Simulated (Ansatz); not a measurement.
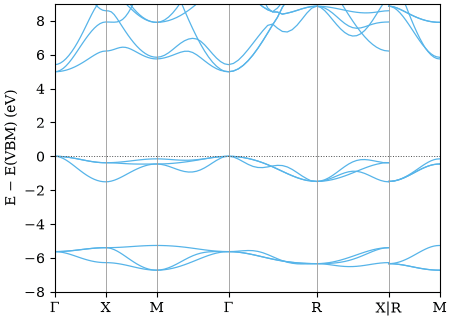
*Band structure from plane-wave PAW LDA (Ansatz code)*

Task: Read off the gap and where the band edges lie.

Result: About 5.0 eV (4.99 eV by a search for the band edges); maximum at Γ, minimum at Γ.

Task: Which compound is it?
A) ScF3, ReO3 type
B) NaCl, CsCl type
C) CsCl, CsCl type

Result: C, CsCl, CsCl type

Space group Pm-3m (CsCl type). Symmetry was held in the LDA relaxation. Spin–orbit coupling is left out wherever it is not named.

Potentials: the earlier of the program's two PAW sets. The files were generated under PBE; for other functionals the program regenerates the frozen cores, and for LDA and PBEsol the local potential too.
